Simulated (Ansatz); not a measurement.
# Ti (Im-3m, 1 atom in the cell): phonons and vibrational spectra, part 2 of 2

Wanted: phonon frequencies of Ti (Im-3m, 1 atom in the cell) and what follows from them.

Ansatz 0.2.0; DFT PBEsol, scalar-relativistic, plane waves, PAW.

So far. Step 3 (Relaxing to small forces for the phonons): The forces vanish by symmetry and the pressure is -0.001 GPa, within the tolerances set. The cell now holds 16.52 Å³/atom. The relaxed cell has a = 3.209 Å (conventional setting).

This is not the structure that Ti takes at ambient pressure and room temperature (hexagonal, No. 194); it is a model or a phase of other conditions.

## 4. The dispersion

Stability and thermal properties need the whole zone. Linear response on a 4×4×4 q mesh gives force constants as far as a supercell of that size would.

The input, input.yaml:

```yaml
crystal:
  lattice:
    - [-1.6043528686, 1.6043528686, 1.6043528686]
    - [1.6043528686, -1.6043528686, 1.6043528686]
    - [1.6043528686, 1.6043528686, -1.6043528686]
  atoms:
    - { symbol: Ti, position: [0.0, 0.0, 0.0] }
kpoints:
  mp_grid: { grid: [20, 20, 20] }
hamiltonian:
  xc: pbesol
scf:
  occupations: { method: methfessel_paxton, width: 0.15 }
output:
  eigenvalues: true
phonons:
  method: dfpt
  qmesh: [4, 4, 4]
  temperatures: { t_max: 1000, t_step: 50 }
  qpath:
    path:
      - [[0.0, 0.0, 0.0], [0.5, -0.5, 0.5], [0.0, 0.0, 0.5], [0.0, 0.0, 0.0], [0.25, 0.25, 0.25], [0.5, -0.5, 0.5]]
      - [[0.25, 0.25, 0.25], [0.0, 0.0, 0.5]]
    npoints: 10
```

On the command line:

```bash
ansatz run input.yaml --threads 4 --pin off --max-ram 7168MiB --backend cpu --events-out ev --progress --plain --runs-dir out
```

Numbers of over 12 decimals in the logs are rounded to 6 here.

Output:

```text
[...]
Crystal: 1 atoms, lattice volume = 16.518 Å³
Basis set: ecut = 420 eV, 321 PW (Γ), exchange–correlation on 40×40×40 points (8 copies of the dense FFT grid, shifted against one another)
Bands: 10, of which v1, the nominal top of the filled ones, is band 6 counted from 1 (5 counted from 0)
Symmetry: 48 space group operations
k-points: 256 of 8000
[...]
SCF iter   1: F=—  HF=-2473.793466 eV  |F-HF|=—  |Δ(HF+E_count)|=         —  Δρ=5.28e-3  dr2=2.67e-3  ethr=1.77e-3  ⟨swp⟩=4.4  Hψ=13246  notcnv=0
[...]
SCF iter   7: F=-2473.792375 eV  HF=-2473.792375 eV  |F-HF|=4.55e-13  |Δ(HF+E_count)|=  1.14e-11  S|Δr|=    0.00e0  Δρ=6.59e-8  dr2=6.63e-13  ethr=1.00e-12  ⟨swp⟩=4.8  Hψ=8881  notcnv=0
SCF 1 converged in 7 iterations: F = -2473.792375 eV  dr2 = 6.63e-13
[...]
NSCF: frozen V_eff on 256 k-points
[...]
DFPT response loops at q = (0, 0, 0) (fractional): preconditioner auto → Kerker (q_TF=auto, 2.587 Å⁻¹) (partly filled bands, converged f_vac=0.000); β = 1.00, the filter's whole step (`scf.mixing.beta` (0.50) is not read by the response loops under this deck's `scf.mixing.preconditioner`; to damp them name `kerker` or `kerker_dos`, under which they read `scf.mixing.beta`, and type it under 1.00, their step now; both keys bind the ground state too); Broyden in place of MSR1
[...]
SCF converged after 7 iterations
[...]
Free energy (F): -2473.792375 eV
[...]
Internal energy: -2473.792593 eV  (E = F + TS)
E sigma→0 (E₀):  -2473.792429 eV
Entropy (-TS):   0.000218 eV (0.218 meV/atom)
Fermi energy:    13.790058 eV
[...]
--- Band table (eV; the first three rows and the last of 256) ---
[...]
--- Phonons (Γ-DFPT): 1 representative perturbation + reference (Σ response iterations 3) ---
  ASR residual: 2.826e-5 → 0.000e0 eV/Å²; symmetrization residual: 5.960e-13 eV/Å²
  ASR residual per site (eV/Å²): 2.83e-5
  Γ frequencies (cm⁻¹): 0.00 0.00 0.00
--- Phonons (arbitrary-q DFPT): 8 irreducible q on the 4×4×4 mesh ---
  q = [0.0000, 0.0000, 0.0000] (star 1, of the zone-centre solve; hermiticity 8.31e-9, symmetrization 1.90e-8): -0.00 -0.00 0.00
  q = [0.0000, 0.0000, 0.2500] (star 12, 2 solved perturbations in 6410 linear systems a pass and spin channel, the states on 4200 of 8000 k-point pairs; hermiticity 3.69e-13, symmetrization 3.12e-13): -79.08 93.03 164.04
[...]
q = [0.2500, 0.2500, 0.2500] (star 2, 1 solved perturbation on 1116 of 8000 k-point pairs; hermiticity 4.55e-13, symmetrization 1.53e-12): -103.94 -103.94 -103.94
[...]
sum rule: each row above includes the acoustic sum rule's correction from the zone centre's row sums; it moved no ω² by more than (0.40 cm⁻¹)²
  mesh force constants: q→R imaginary residual 0.00e0; ASR residual 2.826e-5 → 0.000e0 eV/Å²; symmetrization residual 1.110e-15 eV/Å²
  interpolated dispersion: 62 rows × 3 modes
  density of states and harmonic sums: on the 28×28×28 q-mesh, interpolated from the force constants of a 4×4×4 supercell (no non-analytic term)
  largest difference from the sums on the solved wave vectors: F 2.34e-2 eV, S 2.98e-5 and C_V 6.49e-6 eV/K
  zero-point energy: 0.020797 eV/cell   skipped modes (ω ≤ 0): 444, of them read as no rigid motion or as one in doubt: 441 (7.221e-1 modes/cell left out, lowest -167.75 cm⁻¹)   left out of the sums: 2.41e-1 of the cell's modes: C_V's classical limit lies that fraction below 3 k_B per atom; for a crystal, a wire or a layer, F and S can be off by more, and a phonons.interpolated_qmesh denser along its periods is the remedy for the sampling
```

Wall time 2.2 min (4 threads of Arm Neoverse V1, shared host); peak memory 3.5 GiB; 8.4 min of CPU time.

Reading the cycles: dr2 is the Hartree energy of the density residual (eV), the measure of convergence; HF is the Harris–Foulkes estimate of the energy, which meets the free energy F at convergence.

This step gave:

* sum-rule residual before enforcement: 2.83e-5 eV/Å²
* lowest frequency on the path: -167.8 cm⁻¹
* highest frequency on the path or at a solved wavevector: 223.3 cm⁻¹
* lowest mode on the q mesh (acoustic modes at Γ apart): -164.9 cm⁻¹

Frequencies (cm⁻¹) solved at each irreducible wavevector; negative means imaginary. Frequencies by wavevector, by row:

```tsv
q in reciprocal lattice units	star	mode 1	mode 2	mode 3
0 0 0	1	0	0	0
0 0 0.25	12	-79.1	93	164
0 0 -0.5	6	-164.9	151.3	156.6
0 0.25 0.25	24	-104.5	75.6	189.3
0.25 0.25 0.25	2	-103.9	-103.9	-103.9
0.25 0.25 -0.25	6	125	152.4	152.4
0.25 -0.5 -0.5	12	169.6	200.6	201.2
-0.5 -0.5 -0.5	1	223.3	223.3	223.3
```

Interpolated from a 4×4×4 q mesh. Phonon branches along the path, in cm⁻¹:

```tsv
point	branch 1	branch 2	branch 3
Γ	0	0	0
H	223	223	223
N	-165	151	157
Γ	0	0	0
P	-104	-104	-104
H	223	223	223
jump to P	-104	-104	-104
N	-165	151	157
```

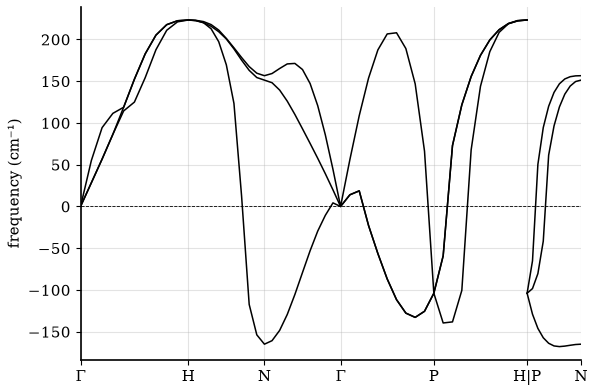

Phonon branches along the path.

Tetrahedra on a 28×28×28 mesh, mean over bins of 5 cm-1. Interpolated from a 4×4×4 q mesh. The phonon density of states by wavenumber; read off at these points:

```tsv
wavenumber (cm⁻¹)	phonon density of states (1/cm⁻¹/cell)
-150.0	0.00715
-125.0	0.00541
-100.0	0.00516
-75.0	0.00439
-50.0	0.00323
-25.0	0.00226
0.0	0.00218
25.0	0.00270
50.0	0.00419
75.0	0.00605
100.0	0.00774
125.0	0.00991
150.0	0.0136
175.0	0.0258
187.5	0.0266
200.0	0.0163
```

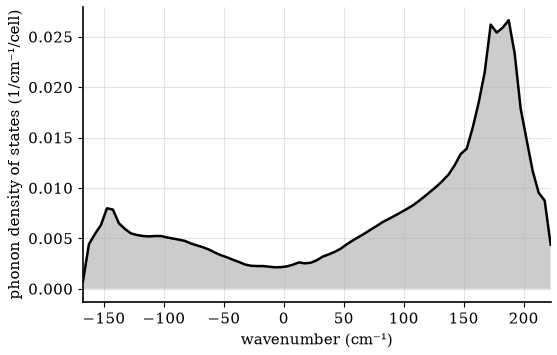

Phonon density of states against wavenumber.

Second derivatives of the energy by pair, one row for each kind of neighbour of each atom listed. Each entry sums the pair over the periodic images of the supercell that the q mesh stands for, and in a polar crystal it holds the long-range dipole part too. Force constants by pair, by row:

```tsv
atom	neighbour	distance (Å)	third of the trace (eV/Å²)	along the pair's line (eV/Å²)
Ti1	itself	0	2.731	–
Ti1	Ti	2.779	-0.5782	-1.794
Ti1	Ti	3.209	0.5577	0.9466
Ti1	Ti	4.538	-0.0732	-0.4141
Ti1	Ti	5.321	0.0099	0.0044
Ti1	Ti	5.558	-0.0337	0.049
Ti1	Ti	6.417	-0.2033	-0.3872
Ti1	Ti	7.175	-0.0112	-0.0268
```

Symmetry leaves 8 wavevectors to solve. The lowest mode among them, the acoustic zeros apart, lies at q = (0, 0, -0.5) and is imaginary, 164.9i cm⁻¹, so the energy falls along it.

## 5. The same by displaced supercells

Finite displacements in a 2×2×2 supercell give force constants from forces alone. They are exact at the wavevectors that the supercell holds, where they check the linear-response result.

Edit input.yaml of step 4 so:

```diff
@@ -16,4 +16,4 @@
 phonons:
-  method: dfpt
-  qmesh: [4, 4, 4]
+  method: fd
+  supercell: [2, 2, 2]
   temperatures: { t_max: 1000, t_step: 50 }
```

Output:

```text
[...]
Crystal: 8 atoms, lattice volume = 132.145 Å³
Basis set: ecut = 420 eV, 2587 PW (Γ), exchange–correlation on 80×80×80 points (8 copies of the dense FFT grid, shifted against one another)
Bands: 69, of which v1, the nominal top of the filled ones, is band 48 counted from 1 (47 counted from 0)
Symmetry: 384 space group operations
k-points: 47 of 1000
[...]
SCF iter   1: F=—  HF=-19790.338999 eV  |F-HF|=—  |Δ(HF+E_count)|=         —  Δρ=9.02e-8  dr2=5.02e-12  ethr=1.00e-12  ⟨swp⟩=3.0  Hψ=8187  notcnv=0
[...]
SCF iter   2: F=-19790.338999 eV  HF=-19790.338999 eV  |F-HF|=1.46e-11  |Δ(HF+E_count)|=  7.28e-12  S|Δr|=    0.00e0  Δρ=4.36e-8  dr2=9.58e-13  ethr=1.00e-12  ⟨swp⟩=3.1  Hψ=6173  notcnv=0
SCF 1 converged in 2 iterations: F = -19790.338999 eV  dr2 = 9.58e-13
[...]
Symmetry: 8 space group operations
k-points: 102 of 1000 (time reversal used)
[...]
SCF iter   7: F=-19790.338993 eV  HF=-19790.338993 eV  |F-HF|=7.28e-12  |Δ(HF+E_count)|=  3.64e-12  S|Δr|=    0.00e0  Δρ=3.10e-8  dr2=2.79e-12  ethr=1.00e-12  ⟨swp⟩=5.1  Hψ=23504  notcnv=0
SCF 2 converged in 7 iterations: F = -19790.338993 eV  dr2 = 2.79e-12
[...]
SCF converged after 2 iterations
[...]
Free energy (F): -19790.338999 eV
[...]
Internal energy: -19790.340741 eV  (E = F + TS)
E sigma→0 (E₀):  -19790.339434 eV
Entropy (-TS):   0.001742 eV (0.218 meV/atom)
Fermi energy:    13.790058 eV
[...]
--- Band table (eV; the first three rows and the last of 47) ---
  k-point 0: bands = [... 44 lower, 13.3361, 13.3361, 13.3361, 14.8264, 14.8264, 14.8264, 15.0927, 15.0927, ... 17 higher]
  k-point 1: bands = [... 44 lower, 13.3504, 13.3675, 13.4105, 14.7835, 14.8153, 14.8394, 14.8936, 14.9144, ... 17 higher]
  k-point 2: bands = [... 44 lower, 13.3834, 13.4600, 13.6316, 14.3133, 14.5157, 14.5157, 14.5157, 14.5157, ... 17 higher]
  k-point 46: bands = [... 44 lower, 13.7867, 13.7867, 13.7867, 13.7867, 13.7867, 13.7867, 15.1565, 15.1565, ... 17 higher]
--- Phonons: 1 displaced member + reference (amplitude 0.0025 Å, Σ member SCF iterations 7) ---
  symmetry images taken by strict's conditions (phonons.symmetry_images: auto; settled by no image being taken that strict refuses)
  ASR residual: 5.044e-5 → 0.000e0 eV/Å²; symmetrization residual: 2.220e-15 eV/Å²
  largest component of a force at the reference: 2.0e-29 eV/Å
  ASR residual per site (eV/Å²): 5.04e-5
  Γ frequencies (cm⁻¹): 0.00 0.00 0.00
[...]
```

Elapsed: 24 s, on 4 threads; peak memory 1.1 GiB; 93 s of CPU time.

This step gave:

* atoms in the supercell: 8
* sum-rule residual before enforcement: 5.04e-5 eV/Å²
* lowest frequency on the path: -164.9 cm⁻¹

Interpolated from a 2×2×2 supercell, rough between the solved points. Phonon branches along the path, in cm⁻¹:

```tsv
point	branch 1	branch 2	branch 3
Γ	0	0	0
H	223	223	223
N	-165	151	157
Γ	0	0	0
P	-49	-49	-49
H	223	223	223
jump to P	-49	-49	-49
N	-165	151	157
```

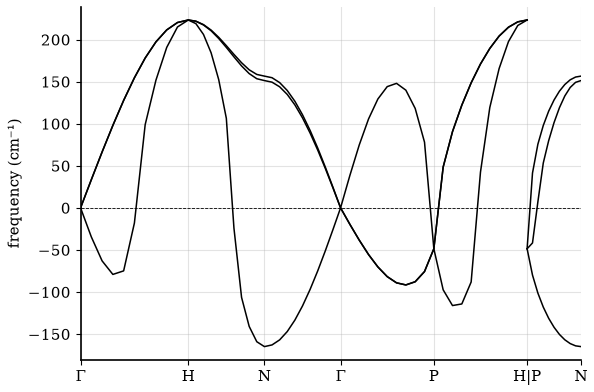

Phonon branches along the path.

The phonon density of states has structure finer than the step of the table below, so its rows give means over 50 cm⁻¹, whole bins alone (the curve runs from -168 to 222 cm⁻¹). Peaks (cm⁻¹: height): -122.5: 0.0155, 152.5: 0.0344.

Tetrahedra on a 28×28×28 mesh, mean over bins of 5 cm-1. Interpolated from a 2×2×2 supercell, rough between the solved points. Table of phonon density of states by wavenumber; means over each step:

```tsv
wavenumber (cm⁻¹)	phonon density of states (1/cm⁻¹/cell)
-100	0.00879
-50	0.00224
0	0.00134
50	0.00333
100	0.00931
150	0.0219
```

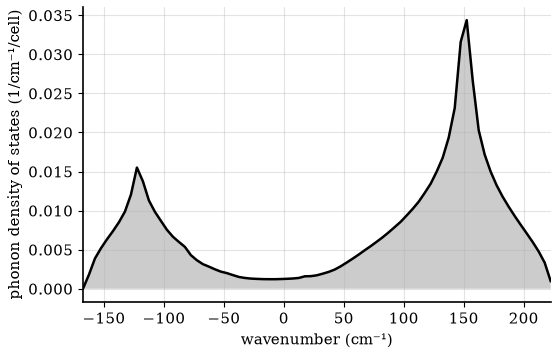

Phonon density of states, plotted against wavenumber.

## 6. Summary of results

| Property | Result |
| --- | --- |
| space group after relaxation (within 0.01 Å) | Im-3m |
| volume per atom | 16.5 Å³ |
| electronic character | no gap on this mesh |
| lowest mode on the q mesh (acoustic modes at Γ apart) | -165 cm⁻¹ |
| highest frequency on the path or at a solved wavevector | 223 cm⁻¹ |
| imaginary modes on the 4×4×4 q mesh | yes |

Modes are clearly imaginary (beyond 10i cm⁻¹) at 4 of the 8 irreducible wavevectors, most at q = (0, 0, -0.5) (164.9i cm⁻¹), so this structure is not a minimum of the energy. With no gap, or one that is small against the smearing, the frequencies hang on the k mesh and the smearing, most of all near Kohn anomalies. These are harmonic frequencies at zero temperature: anharmonic shifts, linewidths and thermal expansion are left out.

[Logs are printed without paths, hosts, clocks, repeated set-up lines and the standing remarks that a program may print on its own settings, such as how far it seeks lower states.]

[Hosts, paths, dates, database ids (printed as entryN), source tags and the programs' standing remarks are cut or masked in the printed files.]
